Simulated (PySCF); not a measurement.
# CH₆Si, SMILES `C[SiH3]`: electronic structure

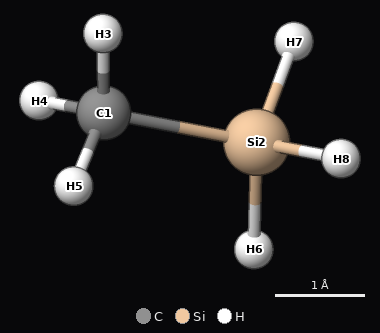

The molecule, with its atoms numbered as below. No frequency check shows the geometry to be a minimum.

Cartesian coordinates (Å):

```
C1      -1.2503   -0.0001    0.0000
Si2      0.6452    0.0000    0.0000
H3      -1.6452   -0.1097    1.0064
H4      -1.6452    0.9265   -0.4081
H5      -1.6453   -0.8166   -0.5983
H6       1.1352    0.1536   -1.3718
H7       1.1352    1.1112    0.8189
H8       1.1351   -1.2648    0.5529
```

### 1. Bonding charge

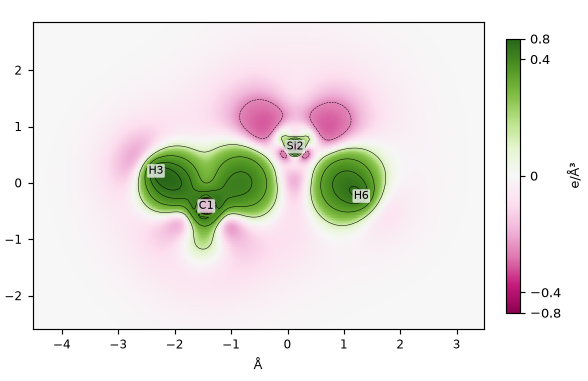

Deformation density (molecule less spherical, spin-averaged free atoms) in the plane of C1, Si2, H3 and H6; colour scale in e/Å³, logarithmic beyond ±0.1; green: gain, pink: loss.

PySCF calculation, HF/def2-TZVP, gas phase; geometry: GFN2-xTB.

> How much density has each bond in this plane gained at its critical point, relative to the free atoms?

C1–H3: +0.68 e/Å³ at the bond critical point (bond length 1.09 Å, Mayer order 1.0). Si2–H6: +0.23 e/Å³ at the bond critical point (bond length 1.47 Å, Mayer order 1.0). C1–Si2: +0.22 e/Å³ at the bond critical point (bond length 1.90 Å, Mayer order 1.0). In all, 1.8 electrons gather in the regions of gain relative to the promolecule.

> Where do the Hirshfeld charges lie?

The highest Hirshfeld charge is on Si2 (+0.36 e), the lowest on C1 (−0.22 e).

### 2. Local ionisation energy

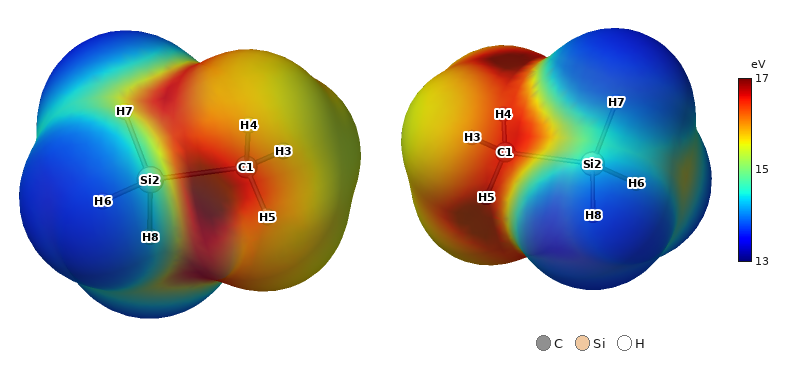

Average local ionisation energy on the surface of electron density 0.001 a.u. (back view left, front view right).

> Locate the minima of the map.

The lowest value is 13.6 eV, 1.5 Å from H6, and at like points elsewhere. Further minima include 15.3 eV, near H5 (1.78 Å), H4 (1.86 Å), H3 (1.95 Å) and C1 (1.96 Å). For comparison, the highest occupied orbital lies at −12.3 eV.

### 3. Excited states

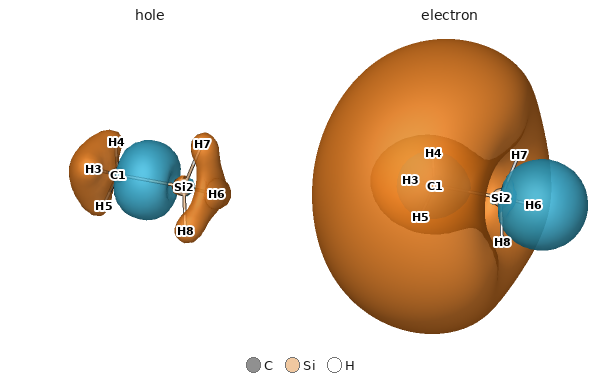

Leading natural transition orbital pair of S₁ (TDA singlet states); the surfaces enclose about 70 % of each orbital's density.

Computed with PySCF, M06-2X/aug-cc-pVDZ, geometry: GFN2-xTB.

> Give its energy and the atoms that hole and electron lie on.

7.92 eV (156 nm), f = 0.080, diffuse (Rydberg-like) orbital; the leading pair carries 100 %; hole on C1 (44 %), Si2 (30 %) and H3, H4 and H5 (5 % each), electron on Si2 (25 %), C1 (17 %) and H3, H4 and H5 (14 % each) (atom shares of so diffuse an orbital are rough); their centroids lie 0.7 Å apart. In canonical orbitals it is mainly HOMO → LUMO (89 %). The HOMO–LUMO gap is 10.21 eV.

### 4. Localised orbitals

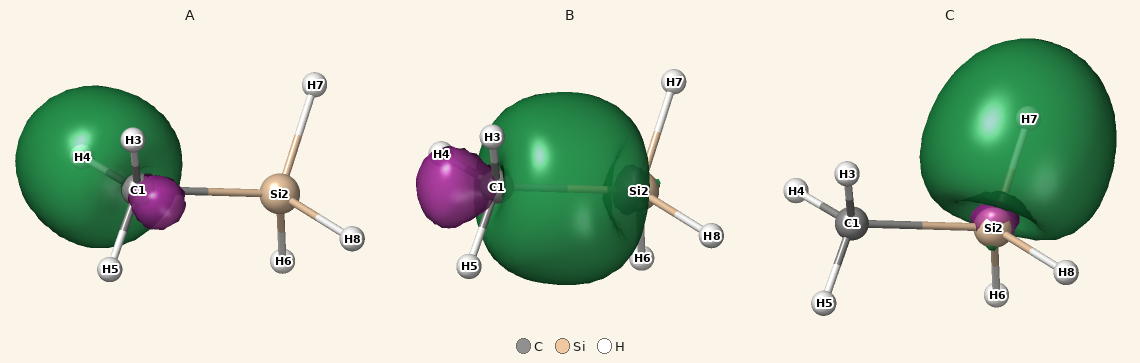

Intrinsic bond orbitals (IBO), occupied; each surface holds about 85 % of the orbital's density. Energies are diagonal elements of the Fock matrix.

Method: BP86/def2-SVP; geometry: GFN2-xTB; program: PySCF.

> Name the orbitals, with their atomic make-up and energies.

By panel:
- A: σ bond C1–H4 (C1 57 %, H4 42 %; −11.7 eV)
- B: σ bond C1–Si2 (C1 63 %, Si2 37 %; −10.1 eV)
- C: σ bond H7–Si2 (H7 55 %, Si2 45 %; −9.7 eV)

> How do all the valence pairs divide up?

7 pairs: 7 σ bonds.

### 5. Stretching a bond

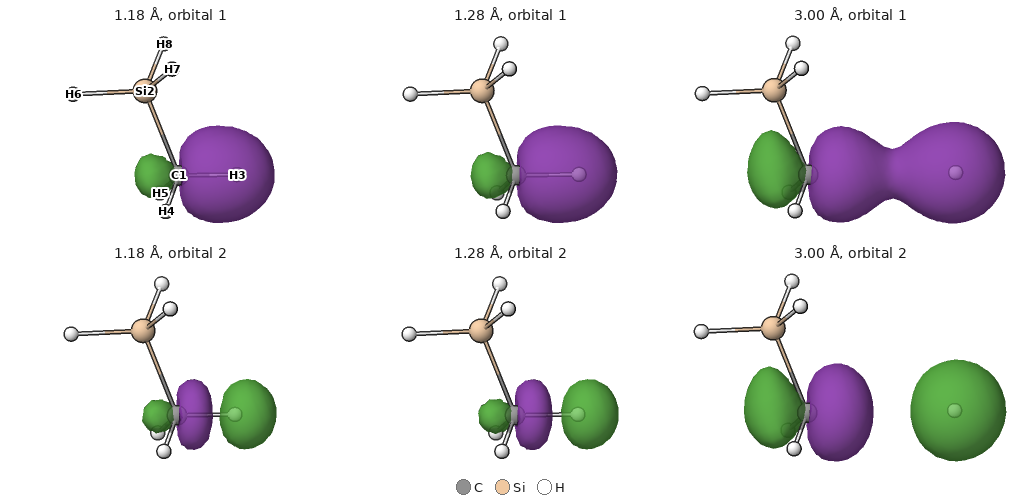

Rigid stretch of the C1–H3 bond. The two CASSCF(2,2) natural orbitals nearest half filling (orbital 1 the more occupied).

Method: def2-TZVP basis; geometry: GFN2-xTB; program: PySCF.

> How do the occupations change along the stretch?

1.18 Å: 1.98 and 0.02; 1.28 Å: 1.97 and 0.03; 3.00 Å: 1.30 and 0.70. At the longest distance computed (3.00 Å) they are 1.30 and 0.70, and the effective number of unpaired electrons is 1.6.

> Where does the UHF solution part from RHF?

Between 1.66 Å (⟨S²⟩ = 0, the two coincide) and 1.93 Å (⟨S²⟩ = 0.56); at 3.00 Å ⟨S²⟩ is 0.99 and UHF lies 3.2 eV below RHF.

> How much energy does the stretch cost?

By CASSCF, 4.2 eV from the lowest point of the scan (1.07 Å) to 3.00 Å; RHF gives 7.1 eV from its own lowest point. The fragments aren't relaxed and dynamic correlation is missing, so this isn't a bond dissociation energy.

The PySCF runs shown took 0.72 s, 110 s, 3.1 s and 92 s on 1 thread of Intel(R) Xeon(R) 6975P-C (Granite Rapids), with other jobs on the host.
